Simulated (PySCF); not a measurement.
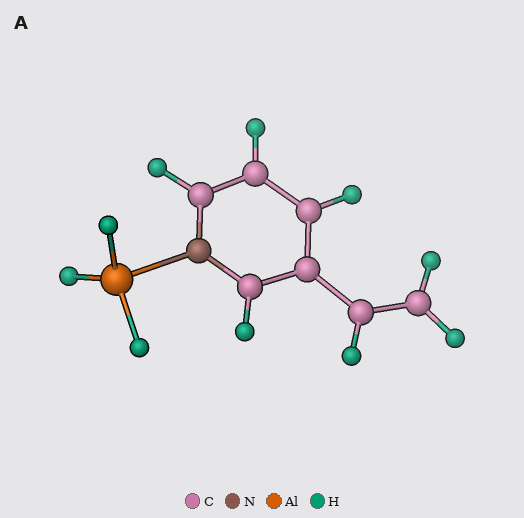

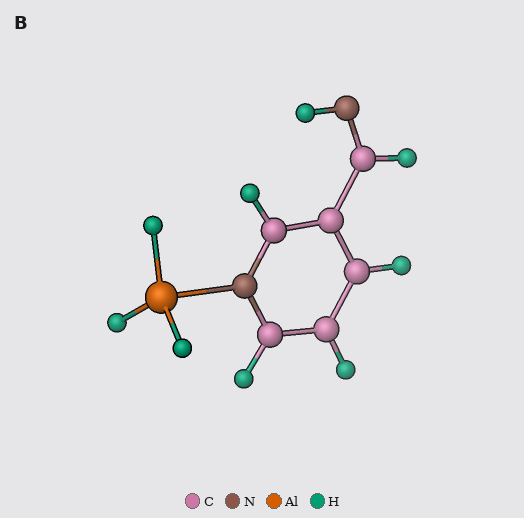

Two related species, optimised with PBE0-D3(BJ)/def2-SVP; properties computed with PySCF 2.14.0. Both: charge 0, singlet.

> What are A and B?

A is C7H10AlN, B is C6H9AlN2.

Compare them. With HF/pcSseg-1: dipole moment (D), HOMO energy (Hartree–Fock orbital) (eV), shielding of Al (ppm). With PBE0/pcSseg-1: HOMO–LUMO gap (eV), HOMO energy (Kohn–Sham orbital) (eV), Hirshfeld charge of Al (e), IAO charge of Al (e). With B3LYP/def2-SVPD: lowest vertical singlet excitation (eV), mean static polarisability (bohr³). With PBE0-D3(BJ)/def2-SVP: mean Al–H length (Å), mean Al–N length (Å).

| quantity | A | B |
| --- | --- | --- |
| dipole moment (D) | 7.80 | 6.75 |
| HOMO energy (Hartree–Fock orbital) (eV) | −9.48 | −10.30 |
| shielding of Al (ppm) | 461.3 | 459.4 |
| HOMO–LUMO gap (eV) | 4.61 | 4.60 |
| HOMO energy (Kohn–Sham orbital) (eV) | −7.07 | −7.31 |
| Hirshfeld charge of Al (e) | 0.27 | 0.27 |
| IAO charge of Al (e) | 0.41 | 0.42 |
| lowest vertical singlet excitation (eV) | 3.59 | 3.55 |
| mean static polarisability (bohr³) | 128.9 | 119.8 |
| mean Al–H length (Å) | 1.609 | 1.608 |
| mean Al–N length (Å) | 2.056 | 2.061 |

Each is one conformer, and no frequency run is at hand to confirm it as a minimum.
